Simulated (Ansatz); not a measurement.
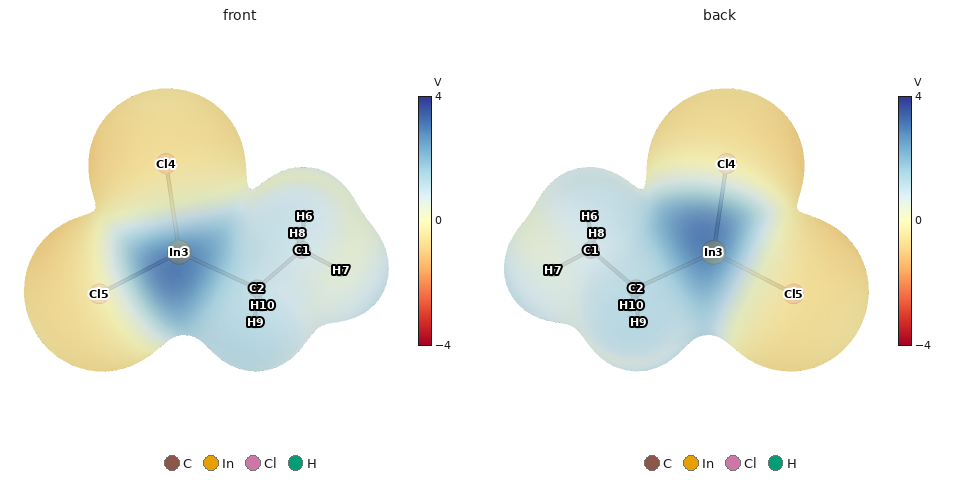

The picture shows: C₂H₅Cl₂In (SMILES C[CH2][In]([Cl])[Cl]). The molecular electrostatic potential painted on the density surface at 0.002 e/bohr³, seen from the front and from behind; the colour scale runs from red (negative) to blue (positive).

Geometry: PBE0-D4/def2-TZVP; core potentials replace the inner electrons of In.

Level of theory: RKS PBE0-D4/def2-TZVPP (Ansatz).

```
atom    x (Å)    y (Å)    z (Å)
   C   0.1451  -1.1968   0.7648
   C   0.5754   0.2329   0.4833
  In  -0.5085   1.1553  -1.1209
  Cl  -2.1205   0.0041  -2.3476
  Cl  -0.2676   3.3445  -1.8657
   H  -0.9064  -1.2598   1.0513
   H   0.7340  -1.6184   1.5852
   H   0.2818  -1.8448  -0.1030
   H   1.6295   0.2984   0.2035
   H   0.4374   0.8845   1.3492
```

Where is the surface potential most negative and most positive?

Answer. The most negative region (about −0.9 V) lies over Cl4 and Cl5, the most positive (about +3.2 V) over In3.
